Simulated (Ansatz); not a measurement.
## Nudged elastic band, with input and output: BH5S

The run: nudged elastic band of BH5S. Method and program: RKS r2SCAN/cc-pVDZ (Ansatz 0.2.0).

It belongs to a series of runs on one base structure; here: band between the two ends. Figures and captions count atoms from 1; the log counts them from 0 in places.

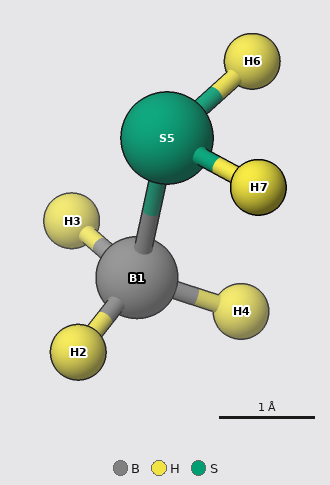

The input geometry (ball-and-stick view, seen at a tilt; atoms are numbered from 1 in the order of the input). Bond lengths as drawn: B–H 1.21 to 1.22 Å, B–S 2.01 Å and H–S 1.36 Å.

**Input**
```yaml
crystal:
  periodic: [false, false, false]
  atoms:
    - { symbol: B, position_ang: [0.032111, -0.012548, 0.072068] }
    - { symbol: H, position_ang: [0.350065, 0.680088, 1.020871] }
    - { symbol: H, position_ang: [0.856036, -0.039549, -0.823158] }
    - { symbol: H, position_ang: [-1.132435, 0.028287, -0.263284] }
    - { symbol: S, position_ang: [0.325095, -1.840051, 0.866246] }
    - { symbol: H, position_ang: [-0.241644, -2.672189, -0.048569] }
    - { symbol: H, position_ang: [-0.725227, -1.981239, 1.719128] }
basis:
  gaussian: { orbitals: cc-pVDZ }
hamiltonian:
  xc: r2scan
neb:
  order_check: false
  images: 5
  f_tol: 0.03
  max_iterations: 60
  final_atoms:
    - { symbol: B, position_ang: [0.10424629, -0.6753977, -0.57434502] }
    - { symbol: H, position_ang: [-0.3574091, 0.56148135, 2.59260628] }
    - { symbol: H, position_ang: [1.01384117, 0.11056794, -0.60286655] }
    - { symbol: H, position_ang: [-1.04470359, -0.35338258, -0.70951453] }
    - { symbol: S, position_ang: [0.56865474, -2.37638207, -0.31583196] }
    - { symbol: H, position_ang: [-0.66763554, -2.93958654, -0.34557684] }
    - { symbol: H, position_ang: [-0.15299297, -0.1645014, 2.4988306] }
  initial_path:
    images:
      - { positions_ang: [[0.032111, -0.012548, 0.072068], [0.350065, 0.680088, 1.020871], [0.856036, -0.039549, -0.823158], [-1.132435, 0.028287, -0.263284], [0.325095, -1.840051, 0.866246], [-0.241644, -2.672189, -0.048569], [-0.725227, -1.981239, 1.719128]] }
      - { positions_ang: [[-0.00094757, -0.00805035, 0.04613581], [0.2167327, 0.45714545, 1.1919612], [0.88863244, -0.00153479, -0.752982], [-1.12202125, -0.00800025, -0.37176492], [0.27947017, -1.9126716, 0.80945779], [-0.3329465, -2.75769679, -0.08058833], [-0.46491899, -1.60639267, 1.70108245]] }
      - { positions_ang: [[-0.03400615, -0.0035527, 0.02020363], [0.0834004, 0.2342029, 1.36305139], [0.92122888, 0.03647943, -0.682806], [-1.11160751, -0.0442875, -0.48024585], [0.23384534, -1.9852922, 0.75266959], [-0.42424899, -2.84320458, -0.11260766], [-0.20461098, -1.23154634, 1.6830369]] }
      - { positions_ang: [[-0.06706472, 0.00094495, -0.00572856], [-0.04993189, 0.01126035, 1.53414159], [0.95382532, 0.07449364, -0.61263], [-1.10119376, -0.08057475, -0.58872677], [0.18822051, -2.05791281, 0.69588138], [-0.51555149, -2.92871237, -0.14462699], [0.05569703, -0.85670002, 1.66499135]] }
      - { positions_ang: [[-0.00996105, -0.2245026, -0.19526738], [-0.1524243, 0.19466735, 1.88696315], [0.97383061, 0.08651841, -0.60937552], [-1.0823637, -0.17151069, -0.62898936], [0.31503192, -2.16406923, 0.3586436], [-0.56624617, -2.93233709, -0.21161027], [-0.0138663, -0.62596714, 1.94293777]] }
      - { positions_ang: [[0.04714262, -0.44995015, -0.3848062], [-0.2549167, 0.37807435, 2.23978471], [0.99383589, 0.09854317, -0.60612103], [-1.06353365, -0.26244664, -0.66925194], [0.44184333, -2.27022565, 0.02140582], [-0.61694085, -2.93596182, -0.27859356], [-0.08342963, -0.39523427, 2.22088419]] }
      - { positions_ang: [[0.10424629, -0.6753977, -0.57434502], [-0.3574091, 0.56148135, 2.59260628], [1.01384117, 0.11056794, -0.60286655], [-1.04470359, -0.35338258, -0.70951453], [0.56865474, -2.37638207, -0.31583196], [-0.66763554, -2.93958654, -0.34557684], [-0.15299297, -0.1645014, 2.4988306]] }
```

Command:
```bash
ansatz run input.yaml --threads 1 --pin off --max-ram 2048MiB --backend cpu --events-out ev --progress --plain --runs-dir out
```

**The program's output**
```
Engine: ansatz 0.2.0, aarch64-unknown-linux-gnu
Functional definition: r2SCAN
  parameter k0 = 0.174
  parameter k1 = 0.065
  parameter a1 = 4.9479
  exchange = r2scan_x(k0 = k0, k1 = k1, a1 = a1)
  correlation = r2scan_c
695 factors; their error is unknown
mean field evaluation 1: about -11587.7235 eV, gradient 3.0e1 eV
mean field evaluation 2: about -11586.2517 eV, gradient 3.5e1 eV
mean field evaluation 4: about -11591.1037 eV, gradient 1.1e0 eV
mean field evaluation 8: about -11591.0770 eV, gradient 1.0e-1 eV
mean field -11591.07706834 eV, -425.9642255474 hartree, gradient 3.1e-5 eV, S^2 0.000000; 0 other end points of the search recorded, 0 dependent functions left out
the calculation of the forces begins
reference -11591.07707677 eV, -425.9642258571 hartree; 13, 13 occupied and 44, 44 virtual orbitals, 695 factors
695 factors; their error is unknown
mean field evaluation 16: about -11589.5702 eV, gradient 2.1e1 eV
mean field -11591.28106114 eV, -425.9717221446 hartree, gradient 1.4e-5 eV, S^2 0.000000; 0 other end points of the search recorded, 0 dependent functions left out
[... from here on the field's lines of each further geometry are left out, up to the last ...]
NEB iter   1: max|band force component| = 5.007e0 eV/Å  barrier→ = 2.8452 eV  barrier← = 3.0492 eV  Δτ_max = 0.1949 Å  (175 SCF iters)
NEB iter   2: max|band force component| = 3.001e0 eV/Å  barrier→ = 1.7086 eV  barrier← = 1.9126 eV  Δτ_max = 0.2000 Å  (155 SCF iters)
NEB iter   3: max|band force component| = 1.261e0 eV/Å  barrier→ = 0.6760 eV  barrier← = 0.8800 eV  Δτ_max = 0.2000 Å  (149 SCF iters)
NEB iter   4: max|band force component| = 4.457e0 eV/Å  barrier→ = 0.9745 eV  barrier← = 1.1785 eV  Δτ_max = 0.1008 Å  (143 SCF iters)
NEB iter   5: max|band force component| = 6.406e-1 eV/Å  barrier→ = 0.5093 eV  barrier← = 0.7133 eV  Δτ_max = 0.1322 Å  (138 SCF iters)
NEB iter   6: max|band force component| = 4.604e-1 eV/Å  barrier→ = 0.5578 eV  barrier← = 0.7618 eV  CI = image 3  Δτ_max = 0.1057 Å  (134 SCF iters)
NEB iter   7: max|band force component| = 4.024e-1 eV/Å  barrier→ = 0.5890 eV  barrier← = 0.7930 eV  CI = image 3  Δτ_max = 0.0764 Å  (137 SCF iters)
NEB iter   8: max|band force component| = 2.905e-1 eV/Å  barrier→ = 0.5797 eV  barrier← = 0.7837 eV  CI = image 3  Δτ_max = 0.1117 Å  (134 SCF iters)
NEB iter   9: max|band force component| = 1.134e-1 eV/Å  barrier→ = 0.5751 eV  barrier← = 0.7791 eV  CI = image 3  Δτ_max = 0.0546 Å  (126 SCF iters)
NEB iter  10: max|band force component| = 4.294e-2 eV/Å  barrier→ = 0.5731 eV  barrier← = 0.7771 eV  CI = image 3  Δτ_max = 0.0167 Å  (135 SCF iters)
the calculation of the forces begins
reference -11591.24676550 eV, -425.9704618030 hartree; 13, 13 occupied and 44, 44 virtual orbitals, 695 factors
695 factors; their error is unknown
mean field -11590.50374080 eV, -425.9431561488 hartree, gradient 1.3e-5 eV, S^2 0.000000; 1 other end points of the search recorded, 0 dependent functions left out
the calculation of the forces begins
reference -11590.50374874 eV, -425.9431564407 hartree; 13, 13 occupied and 44, 44 virtual orbitals, 695 factors
NEB iter  11: max|band force component| = 2.909e-2 eV/Å  barrier→ = 0.5733 eV  barrier← = 0.7773 eV  CI = image 3  Δτ_max = 0.0000 Å  (261 SCF iters)
```

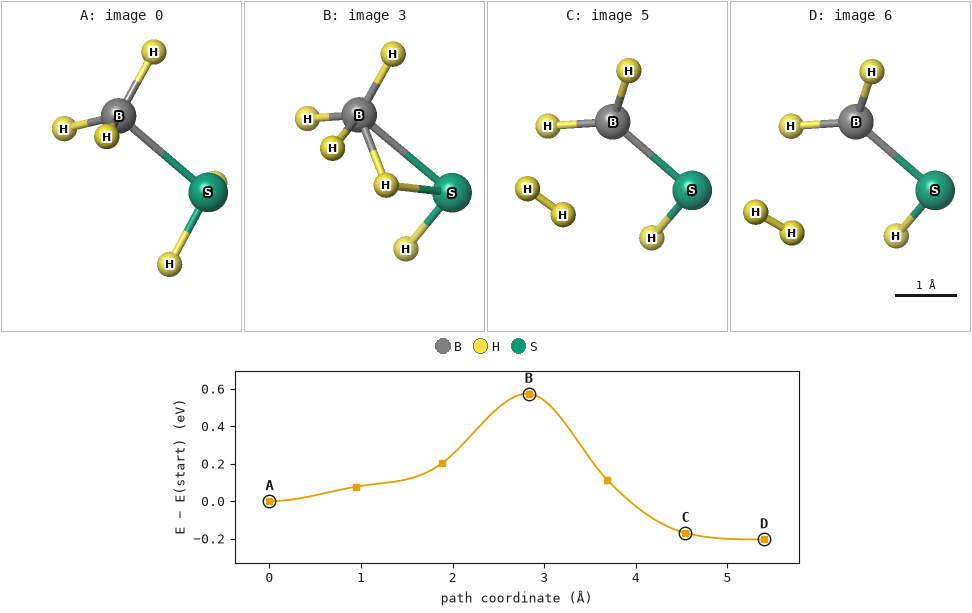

Images of the last band (counted from 0; ball-and-stick, seen at a tilt) above the energy along the path; the line is a cubic interpolation that uses the forces. The highest image is number 3, 0.573 eV above the start and 0.777 eV above the end (the climbing image); the end lies 0.204 eV below the start. The path is 5.40 Å long. The band converged in 11 iterations.

```
Total energy: -11590.50374874 eV, -425.9431564407 hartree
Atom 0 at    -0.017555    -0.219442     0.082024 Å, force    -0.012169    -0.037706    -0.011448 eV/Å
Atom 1 at    -0.249423     0.118577     1.297464 Å, force     0.003415     0.010406     0.017978 eV/Å
Atom 2 at     1.016796     0.305872    -0.233488 Å, force     0.000505     0.008925    -0.003505 eV/Å
Atom 3 at    -1.043890    -0.137246    -0.536247 Å, force     0.006360     0.010206    -0.010441 eV/Å
Atom 4 at     0.484352    -2.213887     0.317178 Å, force     0.011964    -0.004629    -0.016949 eV/Å
Atom 5 at    -0.783023    -2.695847     0.359857 Å, force    -0.006010    -0.001365    -0.000241 eV/Å
Atom 6 at     0.056744    -0.995228     1.256514 Å, force    -0.004065     0.014164     0.024606 eV/Å
Dipole moment:    -0.187461    -0.181047     0.222931 e Å
this run last wrote the band of iteration 11 to [file]
```

**The last band as extended XYZ (Å, eV, eV/Å)**
```
7
Properties=species:S:1:pos:R:3:forces:R:3 image=0 energy=-11591.07707
B     0.0321   -0.0125    0.0721    0.0092  -0.0060   0.0059
H     0.3501    0.6801    1.0209    0.0013   0.0030   0.0004
H     0.8560   -0.0395   -0.8232    0.0018   0.0013  -0.0016
H    -1.1324    0.0283   -0.2633   -0.0104   0.0003  -0.0031
S     0.3251   -1.8401    0.8662    0.0016   0.0055  -0.0021
H    -0.2416   -2.6722   -0.0486   -0.0021  -0.0014   0.0020
H    -0.7252   -1.9812    1.7191   -0.0013  -0.0025  -0.0017
7
Properties=species:S:1:pos:R:3:forces:R:3 image=1 energy=-11590.99968
B     0.0269   -0.0123    0.0249    0.0063   0.0288  -0.0058
H     0.0044    0.5744    1.0887    0.0270   0.0203  -0.0037
H     1.0209    0.1733   -0.6461   -0.0114  -0.0098  -0.0306
H    -1.0265   -0.0641   -0.5742   -0.0153  -0.0057   0.0241
S     0.3533   -1.9370    0.6570    0.0057  -0.0027   0.0300
H    -0.6781   -2.6357    0.1141    0.0308  -0.0059  -0.0327
H    -0.2370   -1.9358    1.8788   -0.0430  -0.0250   0.0187
7
Properties=species:S:1:pos:R:3:forces:R:3 image=2 energy=-11590.87334
B    -0.0497   -0.0498    0.0221   -0.0544   0.1274  -0.0395
H    -0.3415    0.3220    1.1421   -0.0608   0.1056  -0.0780
H     1.0451    0.3006   -0.3661   -0.0072   0.0294  -0.0616
H    -0.9538   -0.0790   -0.7805    0.0296   0.0241  -0.1271
S     0.3670   -2.0625    0.4056   -0.0381   0.1036   0.0025
H    -0.8732   -2.6195    0.4346   -0.0159   0.0361   0.0302
H     0.2700   -1.6490    1.6855    0.1467  -0.4263   0.2735
7
Properties=species:S:1:pos:R:3:forces:R:3 image=3 energy=-11590.50374
B    -0.0176   -0.2194    0.0820   -0.0122  -0.0377  -0.0114
H    -0.2494    0.1186    1.2975    0.0034   0.0104   0.0180
H     1.0168    0.3059   -0.2335    0.0005   0.0089  -0.0035
H    -1.0439   -0.1372   -0.5362    0.0064   0.0102  -0.0104
S     0.4844   -2.2139    0.3172    0.0120  -0.0046  -0.0169
H    -0.7830   -2.6958    0.3599   -0.0060  -0.0014  -0.0002
H     0.0567   -0.9952    1.2565   -0.0041   0.0142   0.0246
7
Properties=species:S:1:pos:R:3:forces:R:3 image=4 energy=-11590.96205
B     0.0659   -0.5030   -0.1406    0.0623  -0.1951  -0.1510
H    -0.2634    0.1846    1.6178   -0.0086   0.0536   0.1735
H     0.9950    0.2557   -0.2451   -0.0043  -0.0508  -0.0312
H    -1.0543   -0.1704   -0.4255    0.0060  -0.0313   0.0431
S     0.5172   -2.2720   -0.0016    0.0105  -0.0428  -0.1654
H    -0.7405   -2.7672    0.1261    0.0145  -0.0406  -0.1067
H    -0.0558   -0.5649    1.6122   -0.0804   0.3069   0.2377
7
Properties=species:S:1:pos:R:3:forces:R:3 image=5 energy=-11591.24676
B     0.0894   -0.5987   -0.3757    0.0030  -0.0151  -0.0328
H    -0.3109    0.3699    2.0720   -0.0086   0.0329   0.0635
H     1.0042    0.1802   -0.4251    0.0057  -0.0193  -0.0281
H    -1.0581   -0.2600   -0.4789    0.0010  -0.0154  -0.0146
S     0.5421   -2.3176   -0.1871    0.0025  -0.0029  -0.0219
H    -0.7059   -2.8523   -0.1466    0.0001  -0.0153  -0.0340
H    -0.0968   -0.3588    2.0847   -0.0037   0.0351   0.0679
7
Properties=species:S:1:pos:R:3:forces:R:3 image=6 energy=-11591.28106
B     0.1042   -0.6754   -0.5743    0.0060   0.0051   0.0159
H    -0.3574    0.5615    2.5926    0.0041  -0.0217  -0.0020
H     1.0138    0.1106   -0.6029   -0.0017  -0.0040  -0.0039
H    -1.0447   -0.3534   -0.7095   -0.0051  -0.0012  -0.0090
S     0.5687   -2.3764   -0.3158   -0.0006  -0.0022  -0.0059
H    -0.6676   -2.9396   -0.3456    0.0010   0.0030   0.0027
H    -0.1530   -0.1645    2.4988   -0.0038   0.0211   0.0022
```

**Key numbers**

| quantity | value |
| --- | --- |
| outcome | converged |
| barrier, forward | 0.573 eV |
| barrier, backward | 0.777 eV |
| hardware | 1 thread of Arm Neoverse N1, 54 GiB of memory available, shared host |
| wall time | 3.4 min |
| peak memory | 0.11 GiB |

**Remarks**

The order of the saddle point was not checked.
